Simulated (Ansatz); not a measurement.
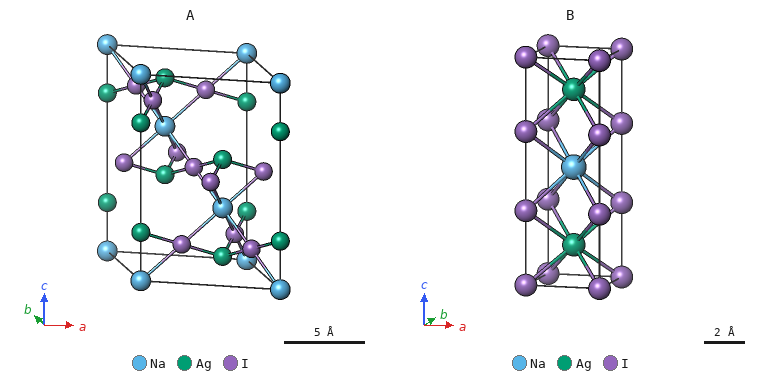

Two structures of NaAg$_{2}$I$_{3}$, each relaxed to rest (conventional cells in solid outline, small ones repeated, not to one scale). Method: Ansatz, DFT PBE, scalar-relativistic, plane waves, PAW, without spin polarisation.

Which structures are these?

A: 18 atoms a cell on a rhombohedral (trigonal R) lattice, R-3m. B: 6 atoms a cell on a primitive tetragonal lattice, P4/mmm.

A or B: which is lower in energy?

A is lower, by 104 meV/atom at this level of theory (energies at zero smearing). Volumes: A 53.2, B 30.0 Å³/atom.

One or both may be structure types tried for this composition rather than known phases.
